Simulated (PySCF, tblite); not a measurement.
# C₇H₁₂B₂O: geometry, infrared bands and NMR shifts

What infrared bands and NMR shifts should C₇H₁₂B₂O (`C=CCC1=CCOBCB1`) show?

Computed with tblite 0.8.0 and PySCF 2.14.0, with density-fitted response routines of our own, on a single molecule in the gas phase. Atoms count from 0, in the outputs and in this text.

## 1. Starting geometry

22 atoms, charge 0, multiplicity 1; geometry from: force field or distance geometry start.

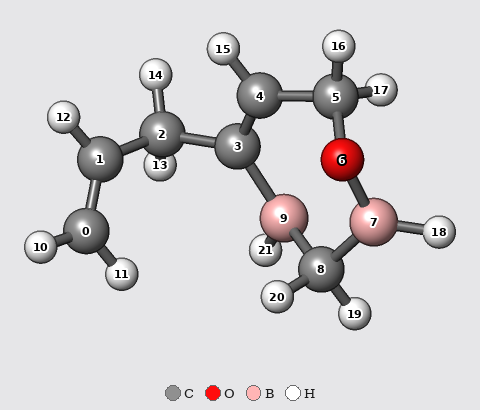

As it starts; carbon grey, oxygen red, boron pink, hydrogen white, atoms numbered.

## 2. Geometry optimisation with GFN2-xTB

What the job is given:

```
{"job": {"kind": "relax", "xc": "GFN2-xTB", "basis": "xTB"}, "charge": 0, "multiplicity": 1}
C      2.573400     1.043500     0.842800
C      2.423900    -0.269700     0.681800
C      1.811700    -0.872000    -0.536500
C      0.310400    -0.610500    -0.567700
C     -0.495300    -1.402600     0.203300
C     -2.008300    -1.339200     0.186000
O     -2.461200    -0.111800     0.719100
B     -2.586200     0.876200    -0.357800
C     -1.296300     1.620000    -0.887000
B     -0.229800     0.585500    -1.443600
H      3.021400     1.443000     1.740500
H      2.218700     1.732600     0.079600
H      2.783800    -0.936200     1.482400
H      2.300100    -0.455200    -1.449200
H      1.992000    -1.954800    -0.547000
H     -0.045000    -2.177200     0.819500
H     -2.376700    -2.146600     0.851000
H     -2.402300    -1.585700    -0.828700
H     -3.628100     1.011900    -0.909400
H     -1.587800     2.319400    -1.696700
H     -0.855000     2.214200    -0.054600
H      0.526300     1.034500    -2.241600
```

On the command line:

```
OMP_NUM_THREADS=1 python probes_run.py task.json out
```

This one command runs all jobs of the session in turn.

The log of the run:

```text
step      E/eV     max force
  0    -750.07143    2.212
  1    -750.26363    1.340
  2    -750.37332    0.919
  3    -750.43171    0.765
  4    -750.46878    0.495
  5    -750.48232    0.381
  6    -750.50617    0.602
  7    -750.53978    0.590
  8    -750.56397    0.550
  9    -750.61375    0.670
 10    -750.68016    0.939
 11    -750.78137    1.431
 12    -750.90295    1.252
 13    -750.97846    0.693
 14    -751.02403    0.678
 15    -751.06599    1.048
 16    -751.10669    0.610
 17    -751.13872    0.457
 18    -751.15885    0.423
 19    -751.18099    0.460
 20    -751.20123    0.297
 21    -751.22051    0.383
 22    -751.23407    0.306
 23    -751.24202    0.232
 24    -751.24692    0.148
 25    -751.25100    0.165
 26    -751.25486    0.170
 27    -751.25839    0.135
 28    -751.26129    0.121
 29    -751.26438    0.128
 30    -751.26789    0.181
 31    -751.27090    0.141
 32    -751.27332    0.097
 33    -751.27581    0.113
 34    -751.27910    0.157
 35    -751.28301    0.168
 36    -751.28680    0.132
 37    -751.29031    0.125
 38    -751.29423    0.149
 39    -751.29903    0.164
 40    -751.30442    0.158
 41    -751.30996    0.162
 42    -751.31569    0.166
 43    -751.32186    0.169
 44    -751.32841    0.183
 45    -751.33435    0.152
 46    -751.33855    0.144
 47    -751.34106    0.137
 48    -751.34377    0.185
 49    -751.34661    0.150
 50    -751.35110    0.141
 51    -751.35389    0.165
 52    -751.35701    0.119
 53    -751.35918    0.126
 54    -751.36112    0.108
 55    -751.36346    0.125
 56    -751.36596    0.136
 57    -751.36840    0.134
 58    -751.37047    0.085
 59    -751.37273    0.118
 60    -751.37540    0.141
 61    -751.37814    0.139
 62    -751.38060    0.164
 63    -751.38263    0.143
 64    -751.38476    0.105
 65    -751.38662    0.105
 66    -751.38819    0.096
 67    -751.38952    0.077
 68    -751.39081    0.081
 69    -751.39220    0.087
 70    -751.39382    0.080
 71    -751.39561    0.081
 72    -751.39742    0.086
 73    -751.39909    0.097
 74    -751.40066    0.096
 75    -751.40227    0.087
 76    -751.40435    0.110
 77    -751.40724    0.151
 78    -751.41093    0.142
 79    -751.41462    0.148
 80    -751.41831    0.167
 81    -751.42161    0.172
 82    -751.42651    0.174
 83    -751.43114    0.141
 84    -751.43542    0.147
 85    -751.43899    0.124
 86    -751.44251    0.139
 87    -751.44557    0.233
 88    -751.44929    0.170
 89    -751.45389    0.159
 90    -751.45772    0.113
 91    -751.46035    0.113
 92    -751.46392    0.126
 93    -751.46697    0.094
 94    -751.46951    0.095
 95    -751.47133    0.103
 96    -751.47347    0.139
 97    -751.47480    0.134
 98    -751.47701    0.106
 99    -751.47879    0.095
100    -751.48060    0.109
101    -751.48218    0.107
102    -751.48343    0.112
103    -751.48462    0.110
104    -751.48595    0.098
105    -751.48860    0.121
106    -751.49252    0.149
107    -751.49604    0.115
108    -751.49844    0.085
109    -751.49975    0.082
110    -751.50075    0.076
111    -751.50194    0.068
112    -751.50349    0.069
113    -751.50466    0.071
114    -751.50565    0.061
115    -751.50659    0.073
116    -751.50754    0.078
117    -751.50853    0.064
118    -751.50935    0.054
119    -751.51001    0.048
120    -751.51061    0.047
121    -751.51118    0.048
122    -751.51170    0.045
123    -751.51212    0.038
124    -751.51244    0.033
125    -751.51271    0.029
126    -751.51295    0.027
127    -751.51315    0.026
128    -751.51331    0.026
129    -751.51349    0.027
130    -751.51368    0.029
131    -751.51384    0.024
132    -751.51397    0.023
133    -751.51408    0.025
134    -751.51421    0.035
135    -751.51441    0.037
136    -751.51468    0.034
137    -751.51496    0.035
138    -751.51527    0.035
139    -751.51569    0.054
140    -751.51631    0.072
141    -751.51717    0.079
142    -751.51798    0.074
143    -751.51868    0.041
144    -751.51911    0.046
145    -751.51945    0.052
146    -751.51974    0.042
147    -751.52006    0.044
148    -751.52043    0.041
149    -751.52081    0.041
150    -751.52121    0.047
151    -751.52164    0.045
152    -751.52200    0.056
153    -751.52240    0.043
154    -751.52271    0.052
155    -751.52292    0.058
156    -751.52309    0.030
157    -751.52330    0.027
158    -751.52344    0.031
159    -751.52360    0.033
160    -751.52371    0.027
161    -751.52381    0.020
162    -751.52390    0.017
163    -751.52398    0.021
164    -751.52407    0.020
165    -751.52415    0.015
166    -751.52421    0.015
167    -751.52425    0.013
168    -751.52429    0.012
169    -751.52433    0.013
170    -751.52436    0.013
171    -751.52439    0.010
172    -751.52440    0.007
```

Run time: 2.5 s. Hardware: 1 thread of Arm Neoverse N1, shared host; peak memory 0.18 GiB.

The steps of the relaxation: (not every step is listed)

| step | energy from step 0 (eV) | largest force (eV/Å) |
| --- | --- | --- |
| 0 | 0.0000 | 2.2123 |
| 1 | -0.1922 | 1.3402 |
| 2 | -0.3019 | 0.9186 |
| 3 | -0.3603 | 0.7653 |
| 4 | -0.3974 | 0.4954 |
| 5 | -0.4109 | 0.3813 |
| 6 | -0.4347 | 0.6023 |
| 7 | -0.4683 | 0.5899 |
| 8 | -0.4925 | 0.5502 |
| 23 | -1.1706 | 0.2315 |
| 38 | -1.2228 | 0.1493 |
| 53 | -1.2878 | 0.1255 |
| 68 | -1.3194 | 0.0808 |
| 83 | -1.3597 | 0.1408 |
| 98 | -1.4056 | 0.1059 |
| 113 | -1.4332 | 0.0706 |
| 128 | -1.4419 | 0.0261 |
| 143 | -1.4473 | 0.0413 |
| 158 | -1.4520 | 0.0310 |
| 167 | -1.4528 | 0.0134 |
| 168 | -1.4529 | 0.0122 |
| 169 | -1.4529 | 0.0135 |
| 170 | -1.4529 | 0.0128 |
| 171 | -1.4530 | 0.0097 |
| 172 | -1.4530 | 0.0067 |

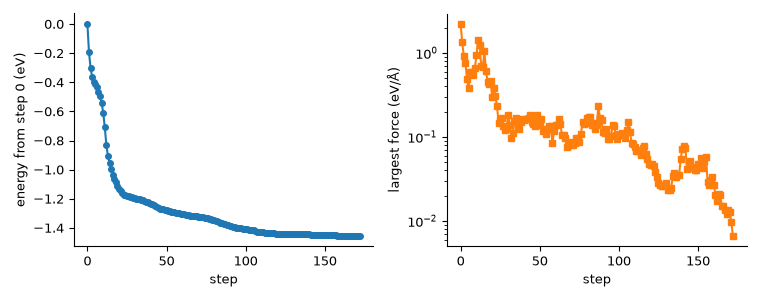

Energy and force, step by step.

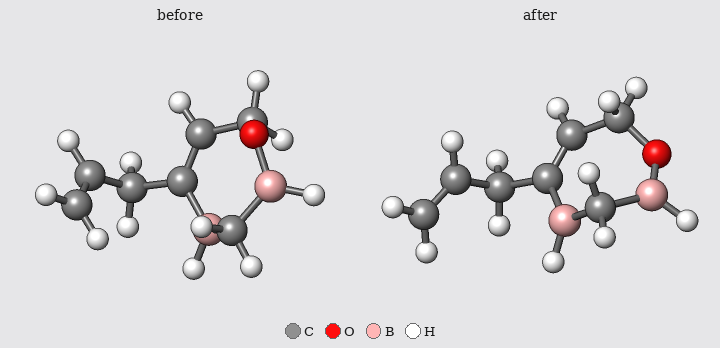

Before and after, at one scale.

Distances of close pairs at the start and the end, largest changes first:

| bond | before (Å) | after (Å) | change (Å) |
| --- | --- | --- | --- |
| O6–B7 | 1.467 | 1.325 | -0.142 |
| C8–B9 | 1.587 | 1.558 | -0.029 |
| C3–C4 | 1.368 | 1.340 | -0.028 |
| C2–H13 | 1.116 | 1.091 | -0.025 |
| C8–H19 | 1.109 | 1.086 | -0.023 |
| C8–H20 | 1.114 | 1.092 | -0.022 |
| C3–B9 | 1.578 | 1.557 | -0.021 |
| C5–H17 | 1.116 | 1.096 | -0.020 |

The next job starts from the end point, and lists it.

## 3. Infrared spectrum with GFN2-xTB

What the job is given:

```
{"job": {"kind": "ir", "xc": "GFN2-xTB", "basis": "xTB"}, "charge": 0, "multiplicity": 1}
C      3.297860     0.922479     0.507378
C      2.417216    -0.052631     0.625765
C      1.730834    -0.729162    -0.522206
C      0.242054    -0.450083    -0.439293
C     -0.553967    -1.431045     0.007129
C     -2.041806    -1.383962     0.202733
O     -2.789846    -0.714832    -0.795217
B     -2.664962     0.569322    -1.096257
C     -1.608271     1.509447    -0.348050
B     -0.248613     0.961800    -0.876284
H      3.758374     1.384434     1.364373
H      3.602022     1.296796    -0.456114
H      2.123358    -0.408818     1.605333
H      2.127621    -0.347345    -1.463685
H      1.920964    -1.805280    -0.467804
H     -0.125794    -2.395416     0.263843
H     -2.250743    -0.906099     1.172864
H     -2.435583    -2.405975     0.238264
H     -3.372985     0.952447    -1.948363
H     -1.779336     2.564605    -0.541406
H     -1.733790     1.325699     0.720747
H      0.374984     1.563004    -1.667643
```

The log of the run:

```text
mode    cm-1     km/mol
  1      24.7      0.21
  2      50.1      0.01
  3      80.4      0.57
  4     165.3      1.04
  5     179.0      0.78
  6     246.5      3.87
  7     269.9      0.29
  8     309.6      1.65
  9     326.3      0.99
 10     401.8      2.98
 11     428.8      2.27
 12     450.1      3.51
 13     525.7      7.89
 14     614.5      6.65
 15     658.2      1.95
 16     692.9      5.70
 17     749.9     11.27
 18     764.5     61.33
 19     820.8      9.32
 20     846.1     17.77
 21     880.0     10.90
 22     891.6     16.93
 23     906.0     27.50
 24     926.0     45.68
 25     954.3     10.85
 26     959.9      6.69
 27     978.7      7.71
 28    1021.8     14.37
 29    1025.5     32.95
 30    1054.2     17.63
 31    1065.0    221.15
 32    1108.5     79.88
 33    1115.6     30.64
 34    1133.2      8.64
 35    1188.4      6.44
 36    1210.6      6.35
 37    1215.9     41.93
 38    1262.4      0.26
 39    1290.8    111.05
 40    1298.7     10.96
 41    1340.9     11.64
 42    1362.3    105.50
 43    1414.4      3.13
 44    1448.0      5.53
 45    1469.4      0.76
 46    1477.2      0.16
 47    1646.9     13.86
 48    1718.0     20.81
 49    2611.4    129.78
 50    2618.5    202.02
 51    2841.9     29.04
 52    2932.6     29.51
 53    2941.8     43.74
 54    2961.1     23.70
 55    2990.7     28.43
 56    3005.8     56.17
 57    3032.9     55.53
 58    3048.9     44.54
 59    3099.7     22.96
 60    3123.4     58.04
```

Wall time 1.6 s (1 thread of Arm Neoverse N1, shared host); peak memory 0.18 GiB.

The strongest bands and the atoms that carry them (share of the mass-weighted mode):

| cm⁻¹ | km/mol | atoms |
| --- | --- | --- |
| 764 | 61.3 | H18 21 %, B9 18 %, H21 16 %, B7 15 % |
| 1065 | 221.2 | H18 18 %, C8 13 %, B9 11 % |
| 1108 | 79.9 | H19 24 %, C8 13 % |
| 1291 | 111.0 | B7 32 %, H17 28 %, O6 15 %, C5 13 % |
| 1362 | 105.5 | H17 34 %, O6 18 %, B7 17 % |
| 2611 | 129.8 | H21 81 %, H18 11 % |
| 2618 | 202.0 | H18 81 %, H21 11 % |
| 3123 | 58.0 | H10 50 %, H11 39 % |

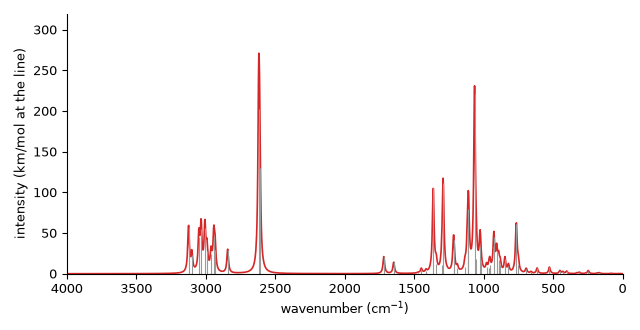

The infrared spectrum from these modes, unscaled. Lines are broadened to a width of 14 cm⁻¹ (Lorentzian).

## 4. NMR shieldings: PBE0/pcSseg-1

Same as in step 3 but for these lines:

```diff
@@ -1,2 +1,2 @@
-{"job": {"kind": "ir", "xc": "GFN2-xTB", "basis": "xTB"}, "charge": 0, "multiplicity": 1}
+{"job": {"kind": "nmr", "xc": "PBE0", "basis": "pcSseg-1"}, "charge": 0, "multiplicity": 1}
 C      3.297860     0.922479     0.507378
```

Level: GIAO PBE0/pcSseg-1 NMR shielding, non-relativistic, gas phase.

The log of the run:

```text
coarse grid: 18304 points
cycle   1  E = -398.1779832549  dE =  1.346e+00  |g| = 6.811e-01  |ddm| = 4.176e+00
cycle   2  E = -398.1021158600  dE =  7.587e-02  |g| = 9.409e-01  |ddm| = 1.360e+00
cycle   3  E = -398.2783491571  dE = -1.762e-01  |g| = 1.442e-01  |ddm| = 8.703e-01
cycle   4  E = -398.2823817151  dE = -4.033e-03  |g| = 4.004e-02  |ddm| = 1.285e-01
cycle   5  E = -398.2827371700  dE = -3.555e-04  |g| = 1.077e-02  |ddm| = 3.860e-02
cycle   6  E = -398.2827577035  dE = -2.053e-05  |g| = 6.167e-03  |ddm| = 1.424e-02
cycle   7  E = -398.2827671743  dE = -9.471e-06  |g| = 8.983e-04  |ddm| = 5.904e-03
final grid: 176544 points
cycle   8  E = -398.3515403158  dE = -6.551e-05  |g| = 1.243e-02  |ddm| = 4.746e-02
cycle   9  E = -398.3515084262  dE =  3.189e-05  |g| = 1.811e-02  |ddm| = 2.265e-02
cycle  10  E = -398.3515736597  dE = -6.523e-05  |g| = 2.280e-03  |ddm| = 1.380e-02
cycle  11  E = -398.3515747945  dE = -1.135e-06  |g| = 2.945e-04  |ddm| = 2.050e-03
cycle  12  E = -398.3515748061  dE = -1.157e-08  |g| = 1.926e-04  |ddm| = 4.000e-04
cycle  13  E = -398.3515748151  dE = -8.983e-09  |g| = 4.989e-05  |ddm| = 2.006e-04
cycle  14  E = -398.3515748157  dE = -5.996e-10  |g| = 1.138e-05  |ddm| = 5.340e-05
converged SCF energy = -398.3515748157

GIAO shielding tensors (ppm)
atom      isotropic    diamagn.    paramagn.     s11        s22        s33       span
  0 C       66.372     252.859    -186.487    -40.575     81.921    157.771    198.347
  1 C       38.051     257.442    -219.391    -87.596     51.909    149.839    237.435
  2 C      133.871     247.250    -113.380    123.919    127.585    150.108     26.189
  3 C       27.485     261.819    -234.334    -86.799      1.609    167.644    254.444
  4 C       34.235     258.824    -224.589    -69.560     39.535    132.730    202.290
  5 C      116.322     247.714    -131.392     93.557    102.011    153.397     59.840
  6 O      108.768     391.343    -282.574    -71.060     45.890    351.474    422.533
  7 B       54.959     193.930    -138.972     10.682     51.606    102.589     91.907
  8 C      142.598     259.674    -117.076     71.630    160.262    195.903    124.272
  9 B       27.827     193.681    -165.854    -39.914      1.521    121.873    161.787
 10 H       26.587      28.864      -2.277     23.764     25.616     30.381      6.617
 11 H       26.280      30.877      -4.597     22.844     25.972     30.023      7.179
 12 H       25.888      32.840      -6.952     22.858     25.438     29.368      6.509
 13 H       28.280      32.677      -4.396     26.232     27.277     31.331      5.099
 14 H       28.689      31.944      -3.255     25.696     28.338     32.033      6.336
 15 H       24.864      35.078     -10.214     22.180     23.445     28.968      6.788
 16 H       26.635      31.211      -4.575     23.726     25.772     30.407      6.681
 17 H       26.520      28.577      -2.057     21.757     27.227     30.576      8.819
 18 H       26.366      28.502      -2.136     24.425     25.584     29.089      4.664
 19 H       28.491      31.341      -2.849     26.391     27.322     31.761      5.370
 20 H       29.966      35.138      -5.172     26.591     28.961     34.345      7.754
 21 H       24.521      32.999      -8.478     19.299     25.090     29.173      9.874
```

It took 89 s on 1 thread of Arm Neoverse N1, shared host; peak memory 1.1 GiB.

Shifts follow as δ = σ(reference) − σ, with reference shieldings (ppm) from runs at the same level and on the same kind of geometry: 1H TMS 31.72, 13C TMS 186.9, 17O H2O 336.1, 11B BF3·OEt2 100.1. The references are single molecules in the gas phase, so shifts against H2O, NH3, PH3, H3PO4 or CFCl3 are not on the usual liquid scales and can be off by tens of ppm. Atoms listed in one row are averaged.

| atoms | environment | σ (ppm) | δ (ppm) | δ scaled to CDCl3 |
| --- | --- | --- | --- | --- |
| C3 | fully substituted alkene carbon | 27.5 | 159.4 | 153.7 |
| C4 | alkene CH | 34.2 | 152.7 | 147.1 |
| C1 | alkene CH | 38.1 | 148.9 | 143.4 |
| C0 | terminal =CH2 carbon | 66.4 | 120.6 | 115.7 |
| C5 | allylic sp3 CH2 bonded to O | 116.3 | 70.6 | 67.0 |
| C2 | allylic sp3 CH2 | 133.9 | 53.1 | 49.9 |
| C8 | sp3 CH2 bonded to 2 B | 142.6 | 44.3 | 41.3 |
| H21 | hydrogen on a boron bonded to 2 C, in a 7-membered ring | 24.52 | 7.20 | – |
| H15 | hydrogen on an alkene CH | 24.86 | 6.85 | 6.57 |
| H12 | hydrogen on an alkene CH | 25.89 | 5.83 | 5.60 |
| H11 | hydrogen on a terminal =CH2 carbon | 26.28 | 5.44 | 5.23 |
| H18 | hydrogen on a boron bonded to C, O, in a 7-membered ring | 26.37 | 5.35 | – |
| H16, H17 | hydrogen on an allylic sp3 CH2 bonded to O | 26.58 | 5.14 | 4.95 |
| H10 | hydrogen on a terminal =CH2 carbon | 26.59 | 5.13 | 4.94 |
| H13, H14 | hydrogen on an allylic sp3 CH2 | 28.48 | 3.23 | 3.15 |
| H19, H20 | hydrogen on an sp3 CH2 bonded to 2 B | 29.23 | 2.49 | 2.45 |
| O6 | oxygen bonded to C, B, in a 7-membered ring | 108.8 | 227.3 | – |
| B9 | boron bonded to 2 C, H, in a 7-membered ring | 27.8 | 72.2 | – |
| B7 | boron bonded to C, O, H, in a 7-membered ring | 55.0 | 45.1 | – |

The scaled column applies a straight-line fit of computed shieldings to shifts measured in CDCl3 (root-mean-square error 0.16 ppm for H, 1.9 ppm for C).

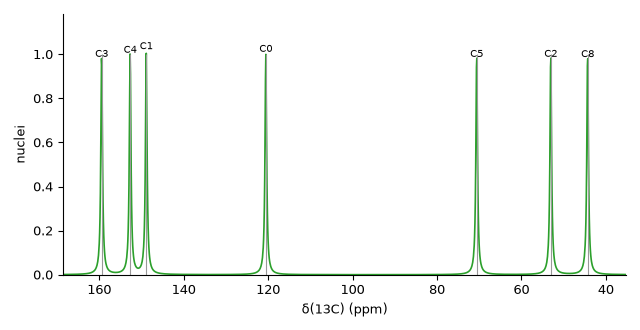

13C lines at the computed shifts, without couplings. Lines are broadened to a width of 0.46 ppm (Lorentzian).

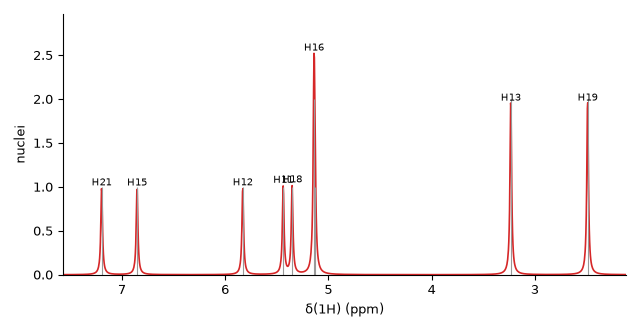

1H lines at the computed shifts, without couplings. Lines are broadened to a width of 0.02 ppm (Lorentzian).

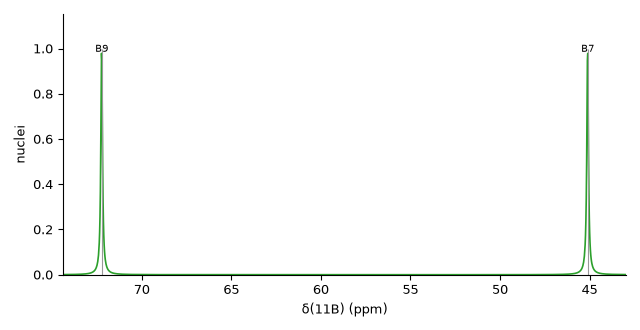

11B lines at the computed shifts, without couplings. Lines are broadened to a width of 0.11 ppm (Lorentzian).

The run also stored atomic charges by several schemes (e):

| atoms | Mulliken | IAO | Hirshfeld | ESP fit |
| --- | --- | --- | --- | --- |
| C0 | -0.14 | -0.32 | -0.10 | -0.49 |
| C1 | -0.23 | -0.12 | -0.04 | -0.01 |
| C2 | -0.10 | -0.25 | -0.07 | -0.30 |
| C3 | -0.41 | -0.11 | -0.06 | -0.17 |
| C4 | -0.15 | -0.13 | -0.03 | -0.14 |
| C5 | 0.13 | -0.07 | 0.02 | 0.15 |
| O6 | -0.46 | -0.35 | -0.15 | -0.45 |
| B7 | 0.37 | 0.28 | 0.19 | 0.59 |
| C8 | -0.63 | -0.56 | -0.21 | -0.77 |
| B9 | 0.41 | 0.14 | 0.14 | 0.49 |

Hirshfeld charges:

C0 -0.10; C1 -0.04; C2 -0.07; C3 -0.06; C4 -0.03; C5 0.02; O6 -0.15; B7 0.19; C8 -0.21; B9 0.14; H10 0.05; H11 0.04; H12 0.04; H13 0.05; H14 0.04; H15 0.05; H16 0.05; H17 0.05; H18 -0.06; H19 0.04; H20 0.04; H21 -0.06

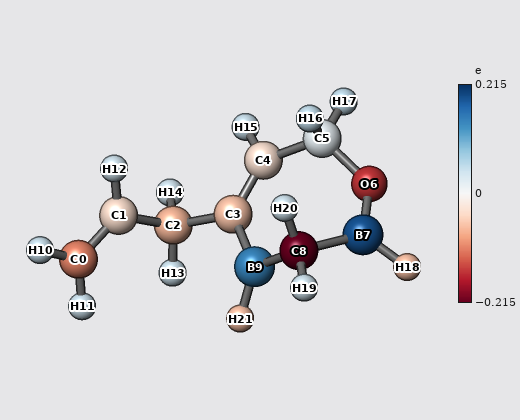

Hirshfeld charges, as colours on the atoms.

Mayer bond orders: C0–C1 1.98, C1–C2 1.02, C2–C3 1.05, C3–C4 1.80, C4–C5 1.06, C5–O6 0.89, O6–B7 1.26, B7–C8 0.93, C8–B9 1.04, B9–C3 0.95.

Ring of atoms C3, C4, C5, O6, B7, C8, B9: NICS(0) 0.0, NICS(1) -2.3, NICS(1)zz 0.1 ppm (means of both faces; NICS(1) differs between them: -4.5 and -0.1).

The two faces differ (NICS(1)zz -3.9 and 4.1 ppm).

## 5. Outcome

```
                                                              quantity                                                     value
                             strongest single infrared mode (GFN2-xTB)                                     1065 cm⁻¹, 221 km/mol
                                          zero-point energy (GFN2-xTB)                                            110.3 kcal/mol
                                13C shifts against TMS (PBE0/pcSseg-1)          159.4, 152.7, 148.9, 120.6, 70.6, 53.1, 44.3 ppm
1H shifts against TMS (PBE0/pcSseg-1, means over atoms taken as alike)  7.20, 6.85, 5.83, 5.44, 5.35, 5.14, 5.13, 3.23, 2.49 ppm
                                17O shifts against H2O (PBE0/pcSseg-1)                                                 227.3 ppm
                           11B shifts against BF3·OEt2 (PBE0/pcSseg-1)                                            72.2, 45.1 ppm
```

What this shows: Relaxing lowered the energy by 1.453 eV in 172 steps; the close pair that moved most is O6–B7, from 1.467 to 1.325 Å. All 60 modes are real, so the xTB geometry is a minimum. The strongest single mode, at 1065 cm⁻¹, has its largest shares on H18, C8 and B9 (the list is cut at 3 atoms). GFN2-xTB is a fitted tight-binding method: band positions and strengths are rough. Its intensities can rank the bands wrongly. At PBE0/pcSseg-1: The largest span, 423 ppm, is at O6, where the paramagnetic term is -283 ppm.
